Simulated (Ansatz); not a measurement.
## Run report: C$_{3}$H$_{7}$NSi, geometry relaxation (part 2 of 2)

Continued. System: C$_{3}$H$_{7}$NSi. Method: RKS BHLYP/6-31G* (Ansatz 0.2.0). It belongs to a series of runs on one base structure; here: end point B relaxed.

Geometry of the input (Å):
```
C  -1.1715  1.8768  1.7068
C  -0.6662  0.8537  1.2051
C  -0.1388  -0.2040  0.6966
N  0.2315  -0.2786  -0.6306
Si 0.9688  -1.4334  -1.5782
H  -0.6170  2.7281  2.1243
H  -1.4669  1.2363  0.5723
H  0.1859  -1.0451  1.3237
H  -0.0311  0.5900  -1.0856
H  0.6993  -2.7749  -0.9909
H  2.4029  -1.1148  -1.4930
H  0.4840  -1.2904  -2.9300
```

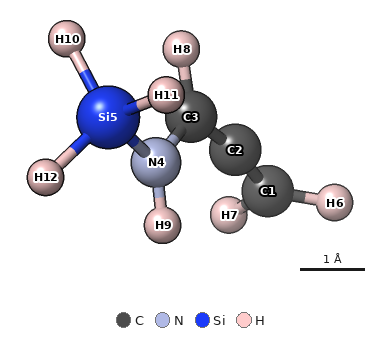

Fig. 1: The geometry at step 11 of the log (ball-and-stick view, seen at a tilt; atoms are numbered from 1 in the order of the input).

## Trajectory as extended XYZ, continued
```
12
Properties=species:S:1:pos:R:3:forces:R:3 step=5 energy=-12584.65736
C    -1.3568    1.7709    1.8745    1.5655  -0.3568  -2.1896
C    -0.6040    0.8310    1.2779    0.5179  -0.5382   1.1493
C    -0.0262   -0.1731    0.6653   -0.2546   0.4059  -0.0365
N     0.1239   -0.2545   -0.7249    0.5497  -0.1470  -0.1259
Si    1.0081   -1.4856   -1.5619   -0.0366   0.1520  -0.1362
H    -0.6834    2.6117    2.1025   -0.7060   0.1184   0.1138
H    -1.6302    1.7092    0.7090   -1.2612   0.7485   1.1650
H     0.3759   -0.9779    1.2558   -0.3477  -0.2460   0.0011
H    -0.0377    0.6029   -1.2207   -0.0917   0.0194   0.0417
H     0.6571   -2.7923   -0.9765   -0.0034   0.0001  -0.0148
H     2.4822   -1.3421   -1.5138   -0.0065  -0.0450   0.0102
H     0.5719   -1.3562   -2.9669    0.0745  -0.1114   0.0219
12
Properties=species:S:1:pos:R:3:forces:R:3 step=6 energy=-12585.23856
C    -1.3368    1.7534    1.8162    2.9347  -0.2990  -2.1883
C    -0.5453    0.8208    1.2688   -0.1020  -0.1661   1.5817
C    -0.0119   -0.1797    0.6439    0.1088  -0.0657   0.0139
N     0.1479   -0.2424   -0.7343    0.6511  -0.1176  -0.4259
Si    1.0103   -1.4893   -1.5601    0.0404   0.1471   0.0003
H    -0.6380    2.5661    2.0784   -1.2328   0.3301   0.2265
H    -1.7885    1.7764    0.8009   -2.0369   0.9432   0.9814
H     0.3806   -0.9895    1.2304   -0.4292  -0.5330  -0.0501
H    -0.0406    0.6064   -1.2355   -0.1170   0.0156   0.0950
H     0.6387   -2.7842   -0.9550    0.0163   0.0171  -0.0784
H     2.4763   -1.3362   -1.4696    0.1027  -0.1300  -0.0735
H     0.5881   -1.3579   -2.9636    0.0639  -0.1418  -0.0826
12
Properties=species:S:1:pos:R:3:forces:R:3 step=7 energy=-12585.84608
C    -1.3048    1.7458    1.7655    3.5690  -0.3397  -2.2486
C    -0.4946    0.8072    1.2627   -1.3104   0.7692   1.5598
C     0.0015   -0.1913    0.6245    0.4275  -0.4980   0.0152
N     0.1711   -0.2335   -0.7444    0.6225  -0.1301  -0.6017
Si    1.0162   -1.4933   -1.5599    0.0930   0.1310   0.0878
H    -0.6023    2.5451    2.0606   -1.5541   0.4491   0.2668
H    -1.9500    1.8394    0.8911   -1.6008   0.6510   1.2984
H     0.3793   -1.0114    1.2035   -0.3907  -0.6921  -0.1084
H    -0.0418    0.6087   -1.2477   -0.1287  -0.0033   0.1605
H     0.6250   -2.7772   -0.9385    0.0400   0.0284  -0.1350
H     2.4766   -1.3344   -1.4341    0.1620  -0.1958  -0.1380
H     0.6045   -1.3613   -2.9627    0.0706  -0.1698  -0.1567
12
Properties=species:S:1:pos:R:3:forces:R:3 step=8 energy=-12586.58200
C    -1.2272    1.7667    1.7025    1.1893  -0.2849  -2.7054
C    -0.4533    0.7989    1.2524   -1.3756   1.0870   1.1272
C     0.0118   -0.2111    0.6101    0.5438  -0.6938   0.2247
N     0.2107   -0.2324   -0.7501    0.2953   0.1023  -0.6425
Si    1.0287   -1.4957   -1.5667    0.2294  -0.0413   0.1179
H    -0.6185    2.5836    2.0664   -1.0270   0.6282   0.3329
H    -2.1065    1.8742    1.0022    0.2419   0.2230   2.1322
H     0.3486   -1.0616    1.1777   -0.3609  -0.5252  -0.2073
H    -0.0435    0.6051   -1.2472   -0.0582  -0.1214   0.2101
H     0.6232   -2.7737   -0.9380    0.0613   0.0286  -0.1652
H     2.4864   -1.3385   -1.4213    0.1947  -0.2450  -0.1939
H     0.6203   -1.3717   -2.9675    0.0659  -0.1574  -0.2307
12
Properties=species:S:1:pos:R:3:forces:R:3 step=9 energy=-12587.00472
C    -1.2017    1.7751    1.7025    0.0473  -0.0620  -2.4536
C    -0.4546    0.7980    1.2418   -1.1102   0.9649   0.6629
C     0.0208   -0.2138    0.5898    0.3602  -0.5775   0.4283
N     0.2308   -0.2380   -0.7772    0.3155  -0.0214  -0.1997
Si    1.0569   -1.5155   -1.5781    0.0606   0.0384   0.0371
H    -0.7243    2.6420    2.0788    0.2077   0.6967   0.7371
H    -2.1598    1.9749    1.1663    0.2833  -0.6263   1.4233
H     0.3373   -1.0934    1.1487   -0.4187  -0.0492  -0.3781
H    -0.0295    0.5948   -1.2764   -0.0482  -0.0721   0.1634
H     0.6350   -2.7847   -0.9434    0.0678   0.0303  -0.1395
H     2.5195   -1.3881   -1.4469    0.1500  -0.1753  -0.1364
H     0.6505   -1.4075   -2.9853    0.0846  -0.1465  -0.1448
12
Properties=species:S:1:pos:R:3:forces:R:3 step=10 energy=-12587.39439
C    -1.1716    1.8348    1.6007   -0.4918  -0.1406  -0.6946
C    -0.4818    0.8076    1.2138   -0.4266  -0.0064   0.0115
C    -0.0138   -0.2399    0.6009    0.2920   0.0940   0.3681
N     0.2836   -0.2328   -0.7566   -0.0934  -0.0059  -0.0850
Si    1.0813   -1.5033   -1.5858    0.1613  -0.1424  -0.0867
H    -0.7095    2.6893    2.0235    0.2599   0.6719   0.4768
H    -2.2297    1.9195    1.3453    0.2097  -0.1194   0.4724
H     0.2296   -1.1354    1.1619   -0.1654  -0.0083  -0.2887
H     0.0107    0.6160   -1.2250    0.0781  -0.1939   0.0643
H     0.6687   -2.7758   -0.9561    0.0497   0.0099  -0.0644
H     2.5525   -1.4028   -1.5079    0.0843  -0.1137  -0.0876
H     0.6609   -1.4335   -2.9941    0.0422  -0.0451  -0.0859
12
Properties=species:S:1:pos:R:3:forces:R:3 step=11 energy=-12587.49770
C    -1.1919    1.8681    1.6262   -0.0927  -0.2253  -0.0084
C    -0.5360    0.8426    1.1652   -0.3360  -0.0498  -0.2202
C    -0.0418   -0.1952    0.5436    0.1667   0.1781   0.1923
N     0.2847   -0.2192   -0.8138   -0.1200   0.0267   0.0334
Si    1.1082   -1.5192   -1.5827    0.1661  -0.1914  -0.2502
H    -0.6928    2.6809    2.1245    0.0353   0.1933   0.0647
H    -2.2758    1.9381    1.5390    0.2684  -0.0362   0.1090
H     0.1886   -1.1110    1.0776   -0.1591   0.1573  -0.0355
H     0.0265    0.6136   -1.3158    0.0718  -0.1303   0.0553
H     0.7029   -2.7747   -0.9177   -0.0059   0.0338   0.0010
H     2.5847   -1.4431   -1.5161    0.0078   0.0085   0.0044
H     0.7234   -1.5373   -3.0095   -0.0022   0.0352   0.0542
12
Properties=species:S:1:pos:R:3:forces:R:3 step=12 energy=-12587.52074
C    -1.1957    1.8758    1.6749   -0.0002  -0.1018  -0.1043
C    -0.5881    0.8834    1.0910   -0.2830   0.1111   0.1799
C    -0.0780   -0.1587    0.4992    0.1449  -0.2951  -0.0279
N     0.2797   -0.2450   -0.8478   -0.1881   0.1286  -0.1029
Si    1.1441   -1.5387   -1.5947   -0.0196  -0.0962   0.0299
H    -0.6574    2.7047    2.1148   -0.0124  -0.0858   0.1225
H    -2.2797    1.9141    1.7375    0.1648   0.0948  -0.1022
H     0.0801   -1.0780    1.0556    0.0929   0.2673   0.0246
H     0.0504    0.5780   -1.3758    0.0596  -0.0230  -0.0216
H     0.7329   -2.7760   -0.9029    0.0298  -0.0423  -0.0475
H     2.6187   -1.4481   -1.5066    0.0018   0.0278  -0.0062
H     0.7738   -1.5677   -3.0247    0.0095   0.0146   0.0557
12
Properties=species:S:1:pos:R:3:forces:R:3 step=13 energy=-12587.52534
C    -1.1801    1.8903    1.6987   -0.1301   0.0762   0.0265
C    -0.6402    0.8951    1.0653    0.0629  -0.1586  -0.0330
C    -0.1348   -0.1524    0.4750    0.0590   0.2206  -0.2029
N     0.1989   -0.2874   -0.8765    0.0380  -0.0787  -0.2324
Si    1.1461   -1.5572   -1.5782    0.0786   0.0007  -0.0027
H    -0.5926    2.6639    2.1752   -0.0012  -0.0306  -0.0051
H    -2.2561    1.9841    1.7801    0.0480   0.0711  -0.0129
H     0.0508   -1.0346    1.0662    0.0293  -0.0934   0.0381
H     0.0532    0.5218   -1.4633   -0.1339  -0.0877   0.4034
H     0.8113   -2.8581   -0.9509   -0.0103   0.1761   0.0029
H     2.6107   -1.3492   -1.4558   -0.0563  -0.0780   0.0165
H     0.8138   -1.5726   -3.0155    0.0160  -0.0177   0.0017
12
Properties=species:S:1:pos:R:3:forces:R:3 step=14 energy=-12587.54406
C    -1.1428    1.9008    1.6698   -0.0588  -0.0388   0.0045
C    -0.6453    0.8575    1.0773    0.0506   0.0173  -0.1136
C    -0.1533   -0.1963    0.4868    0.0138  -0.1092   0.1583
N     0.1068   -0.3518   -0.8768    0.0049   0.2036  -0.0221
Si    1.1619   -1.5289   -1.5839   -0.0350  -0.0259   0.0720
H    -0.5156    2.6675    2.1021    0.0171   0.0303  -0.0138
H    -2.2108    2.0461    1.7651    0.0131   0.0018   0.0230
H     0.0649   -1.0668    1.0895   -0.0116  -0.0378  -0.0268
H    -0.1311    0.4635   -1.4137    0.0120  -0.0431  -0.0540
H     0.8244   -2.8488   -1.0206   -0.0118  -0.0365  -0.0055
H     2.6063   -1.3130   -1.3390   -0.0043   0.0388  -0.0182
H     0.9156   -1.4862   -3.0360    0.0100  -0.0006  -0.0039
12
Properties=species:S:1:pos:R:3:forces:R:3 step=15 energy=-12587.54161 accepted=F
C    -1.1472    1.8958    1.6614    0.0356   0.0120  -0.0166
C    -0.6395    0.8578    1.0677   -0.0483  -0.1245   0.2462
C    -0.1465   -0.2073    0.4991   -0.0251   0.2165  -0.2023
N     0.1277   -0.3282   -0.8677    0.0715  -0.2638  -0.0046
Si    1.1565   -1.5282   -1.5772   -0.0497   0.0860  -0.0155
H    -0.5224    2.6782    2.0703   -0.0021  -0.0065   0.0365
H    -2.2142    2.0288    1.7788   -0.0032   0.0100  -0.0594
H     0.0592   -1.0913    1.0881    0.0169   0.0778  -0.0150
H    -0.1104    0.4851   -1.4054   -0.0090   0.0103   0.0171
H     0.8118   -2.8486   -1.0153   -0.0063   0.0106   0.0136
H     2.6032   -1.3106   -1.3504    0.0105  -0.0165   0.0021
H     0.9028   -1.4877   -3.0289    0.0091  -0.0119  -0.0021
12
Properties=species:S:1:pos:R:3:forces:R:3 step=16 energy=-12587.54657
C    -1.1462    1.8970    1.6717   -0.0354  -0.0152   0.0008
C    -0.6427    0.8582    1.0761    0.0205   0.0043  -0.0466
C    -0.1483   -0.1942    0.4856    0.0096  -0.0510   0.0680
N     0.1178   -0.3388   -0.8786    0.0103   0.0930  -0.0100
Si    1.1592   -1.5300   -1.5813   -0.0251  -0.0057   0.0405
H    -0.5228    2.6679    2.1029    0.0139   0.0136  -0.0053
H    -2.2146    2.0380    1.7693    0.0113  -0.0049   0.0059
H     0.0683   -1.0702    1.0812   -0.0087  -0.0100  -0.0151
H    -0.1198    0.4736   -1.4192    0.0033  -0.0209  -0.0204
H     0.8147   -2.8449   -1.0084   -0.0041  -0.0171  -0.0040
H     2.6054   -1.3156   -1.3453   -0.0028   0.0165  -0.0126
H     0.9098   -1.4973   -3.0335    0.0073  -0.0026  -0.0012
12
Properties=species:S:1:pos:R:3:forces:R:3 step=17 energy=-12587.54739
C    -1.1585    1.8931    1.6698    0.0065   0.0068   0.0046
C    -0.6407    0.8588    1.0790    0.0107  -0.0165   0.0027
C    -0.1308   -0.1885    0.4929   -0.0109   0.0053  -0.0075
N     0.1463   -0.3200   -0.8706    0.0010   0.0012  -0.0006
Si    1.1542   -1.5336   -1.5815   -0.0042   0.0135   0.0058
H    -0.5431    2.6729    2.0984   -0.0091  -0.0023   0.0013
H    -2.2282    2.0227    1.7639   -0.0010   0.0032  -0.0006
H     0.0884   -1.0665    1.0843    0.0035   0.0050  -0.0056
H    -0.0991    0.4885   -1.4131    0.0073  -0.0130  -0.0010
H     0.7928   -2.8437   -1.0063   -0.0023  -0.0005   0.0018
H     2.6062   -1.3410   -1.3642   -0.0023   0.0004  -0.0015
H     0.8933   -1.4990   -3.0320    0.0006  -0.0030   0.0006
```

## Key numbers

| quantity | value |
| --- | --- |
| outcome | converged |
| total energy | −12587.5476 eV |
| mean-field energy | −12587.5476 eV |
| largest force (length of the vector) at the end | 0.020 eV/Å |
| hardware | 2 threads of Arm Neoverse V1, 24 GiB of memory available, shared host |
| wall time | 48 s (CPU time 92 s) |
| peak memory | 0.19 GiB |
